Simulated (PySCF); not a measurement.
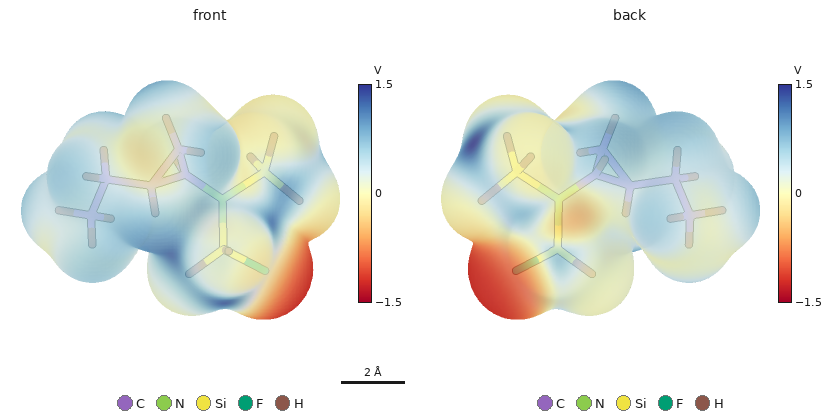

*C$_{5}$H$_{14}$FNSi$_{2}$. The electrostatic potential painted on the density surface at 0.002 e/bohr³, seen from the front and from behind; the colour scale runs from red (negative) to blue (positive).*

Geometry: GFN2-xTB.

All numbers below come from PBE0/pcSseg-1, SCF density, gas phase, non-relativistic in PySCF.

```xyz
23

C     2.7779   -0.6677    0.5339
C     2.2762    0.5293   -0.2682
C     0.8514    0.3194   -0.7260
C    -0.0556    1.4887   -0.9849
C    -0.2774    0.6048    0.2128
N    -1.4441   -0.2191    0.3120
Si   -2.8150    0.5904    1.0368
Si   -1.4377   -1.7822   -0.4106
F    -2.7651   -2.5303    0.0986
H     2.1412   -0.8308    1.4003
H     2.7607   -1.5671   -0.0773
H     3.7970   -0.5020    0.8755
H     2.9193    0.6808   -1.1394
H     2.3312    1.4304    0.3466
H     0.7325   -0.5280   -1.3891
H    -0.7576    1.4073   -1.8004
H     0.3250    2.4864   -0.8265
H    -0.0002    1.0379    1.1705
H    -3.9156   -0.3559    1.0821
H    -3.1375    1.7745    0.2308
H    -2.3885    1.0158    2.3763
H    -1.5910   -1.7707   -1.8626
H    -0.3318   -2.5848    0.0916
```

> Where is the surface potential most negative and most positive?

The most negative region (about −1.2 V) lies over F9, the most positive (about +1.3 V) over Si7 and Si8.

> What dipole moment does the calculation give?

Its dipole moment is 2.45 D.
